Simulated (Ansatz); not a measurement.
# BH2(OMe) (CH₅BO): a short trajectory

Aim: follow BH2(OMe) (CH₅BO) for 15 steps with a Nosé-Hoover thermostat (500 K) and see how far bonds stretch and how energy moves between motion and potential.

Method: PBE/6-31G*; program: Ansatz 0.2.0, Gaussian basis.

## Step 1: The geometry

An earlier PBE0-D4 in a triple-zeta def2 set relaxation fixed the geometry.

8 atoms, charge 0, spin multiplicity 1.

Atoms are counted from 1 here; the program's logs count them from 0.

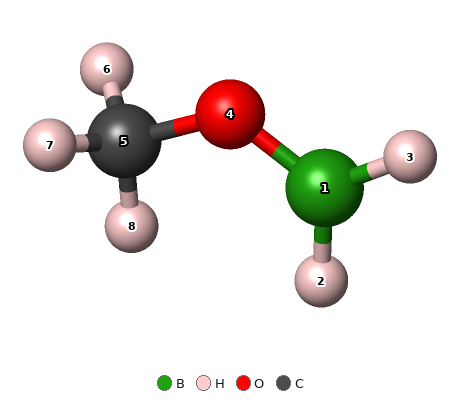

The structure; boron green, hydrogen pink, oxygen red, carbon dark grey; atoms are numbered from 1 in the order of the file.

## Step 2: Dynamics

in.yaml

```yaml
crystal:
  periodic: [false, false, false]
  atoms:
    - {symbol: B, position_ang: [0.419807, 1.011865, 0.787670]}
    - {symbol: H, position_ang: [1.551044, 0.750813, 0.469599]}
    - {symbol: H, position_ang: [0.145321, 1.901911, 1.538886]}
    - {symbol: O, position_ang: [-0.600111, 0.295860, 0.298644]}
    - {symbol: C, position_ang: [-0.406836, -0.779088, -0.598569]}
    - {symbol: H, position_ang: [-0.960644, -0.575023, -1.516836]}
    - {symbol: H, position_ang: [-0.801171, -1.691705, -0.147142]}
    - {symbol: H, position_ang: [0.652579, -0.914633, -0.832261]}
basis:
  gaussian: {orbitals: "6-31G*"}
hamiltonian: {xc: {name: PBE}}
md: {timestep: 1 fs, n_steps: 15, ensemble: nvt_nose_hoover, temperature: 500, initial_velocities: maxwell_boltzmann, seed: 315}
scf: {omitted_lower_state_checks: [starts]}
```

The run is started by

```console
$ ansatz run in.yaml --threads 4 --pin off --events-out ev --progress --plain --max-ram 3916MiB
```

Output, shortened:

```text
Functional definition: PBE
  name "PBE"
  cite "Perdew, Burke & Ernzerhof, Phys. Rev. Lett. 77, 3865 (1996) doi:10.1103/PhysRevLett.77.3865"
  parent pbe
[...]
671 factors; their error is unknown
[...]
mean field -3837.15765293 eV, -141.0129428263 hartree, gradient 1.6e-5 eV, S^2 0.000000; 0 other end points of the search recorded, 0 dependent functions left out
[...]
reference -3837.15767416 eV, -141.0129436064 hartree; 12, 12 occupied and 43, 43 virtual orbitals, 671 factors
md step     0: t =     0.00 fs  T =   500.0 K  F+E_penalty+E_count = -3837.15765293 eV  E_kin = 0.387780 eV  conserved = -3836.76987293 eV  (24 SCF iters)
[...]
md step     4: t =     4.00 fs  T =   274.6 K  F+E_penalty+E_count = -3836.97583051 eV  E_kin = 0.212963 eV  conserved = -3836.76294108 eV  (28 SCF iters)
[...]
md step     8: t =     8.00 fs  T =   110.2 K  F+E_penalty+E_count = -3836.84291603 eV  E_kin = 0.085442 eV  conserved = -3836.75783092 eV  (26 SCF iters)
[...]
md step    12: t =    12.00 fs  T =   300.9 K  F+E_penalty+E_count = -3836.99682659 eV  E_kin = 0.233361 eV  conserved = -3836.76450693 eV  (27 SCF iters)
[...]
md step    14: t =    14.00 fs  T =   251.6 K  F+E_penalty+E_count = -3836.95392110 eV  E_kin = 0.195112 eV  conserved = -3836.76034787 eV  (28 SCF iters)
[...]
md step    15: t =    15.00 fs  T =   295.6 K  F+E_penalty+E_count = -3836.99093373 eV  E_kin = 0.229244 eV  conserved = -3836.76351798 eV  (11 SCF iters)
Total energy: -3836.99095481 eV, -141.0068167833 hartree
Atom 0 at     0.452033     1.016689     0.782899 Å, force    -0.799026    -1.148772    -1.196022 eV/Å
Atom 1 at     1.560118     0.818392     0.331349 Å, force    -0.025276    -0.153945     0.020470 eV/Å
Atom 2 at     0.261585     1.824479     1.593745 Å, force    -0.332815     0.810340     0.791882 eV/Å
Atom 3 at    -0.653208     0.313428     0.320548 Å, force     1.489220    -0.213742    -0.161438 eV/Å
Atom 4 at    -0.379569    -0.809331    -0.614914 Å, force    -1.632330     1.861304    -0.549039 eV/Å
Atom 5 at    -0.890032    -0.543403    -1.625809 Å, force     0.804271    -0.486383     1.383042 eV/Å
Atom 6 at    -0.865619    -1.679233    -0.171047 Å, force    -0.006867    -0.388153    -0.043882 eV/Å
Atom 7 at     0.693330    -0.919087    -0.717726 Å, force     0.502822    -0.280649    -0.245012 eV/Å
Dipole moment:     0.041406    -0.292387    -0.225714 e Å
Checks for a lower state left out: starts
```

It took 4.6 s on 4 threads of Arm Neoverse V2, shared host.

## Step 3: Frames and traces

Step by step, with energies from the first frame:

```csv
time (fs),T (K),potential (meV),conserved (meV),C5–H6 (Å)
0.0,500,0.0,0.00,1.092
1.0,432,57.0,4.48,1.126
2.0,316,153.8,10.94,1.155
3.0,260,197.2,11.10,1.170
4.0,275,181.8,6.93,1.168
5.0,289,168.7,4.51,1.148
6.0,251,198.1,5.06,1.117
7.0,172,262.7,7.96,1.082
8.0,110,314.7,12.04,1.055
9.0,137,293.8,11.81,1.048
10.0,241,206.5,5.40,1.063
11.0,317,144.0,1.59,1.094
12.0,301,160.8,5.37,1.129
13.0,252,204.2,10.27,1.157
14.0,252,203.7,9.53,1.169
15.0,296,166.7,6.35,1.163
```

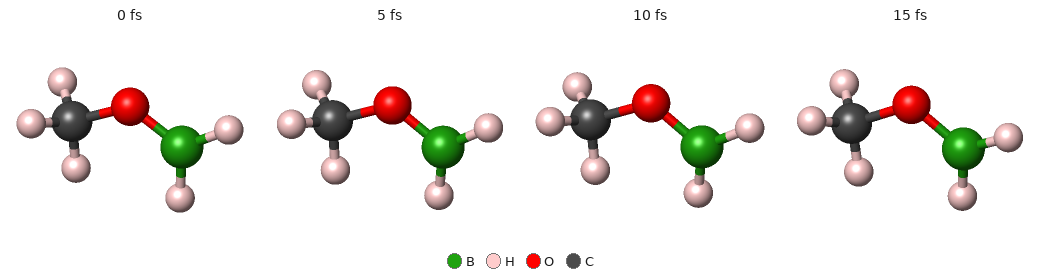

Four frames; sticks are those of the first frame.

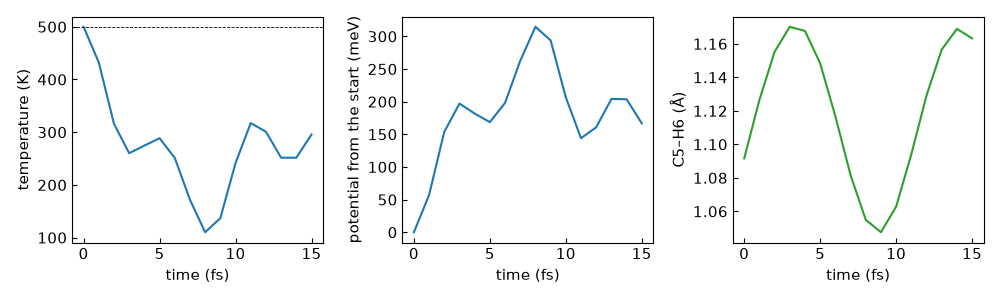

Temperature (the set value dashed), potential energy and the bond that swings most.

Positions (Å) and forces (eV/Å) at 15.0 fs:

```xyz
8

B     0.452    1.017    0.783   -0.799   -1.149   -1.196
H     1.560    0.818    0.331   -0.025   -0.154    0.020
H     0.262    1.824    1.594   -0.333    0.810    0.792
O    -0.653    0.313    0.321    1.489   -0.214   -0.161
C    -0.380   -0.809   -0.615   -1.632    1.861   -0.549
H    -0.890   -0.543   -1.626    0.804   -0.486    1.383
H    -0.866   -1.679   -0.171   -0.007   -0.388   -0.044
H     0.693   -0.919   -0.718    0.503   -0.281   -0.245
```

## Step 4: Summary of results

```
                              quantity                          value
                                length             15 steps of 1.0 fs
     temperature, first and last frame                     500, 296 K
              temperature, second half  mean 238 K, from 110 to 317 K
                swing of the potential                        315 meV
largest change of the conserved energy                      12.04 meV
                        range of C5–H6               1.048 to 1.170 Å
```

What this shows: From 500 K at the start the temperature swings between 110 and 500 K: with 8 atoms it has no steady value yet; energy flows between kinetic and potential parts, and any thermostat adds or takes heat. The conserved energy moves by 12.04 meV, 3.8 % of the potential's swing. C5–H6 swings most, by 0.12 Å; no bond breaks. A run of 15 fs gives no averages.
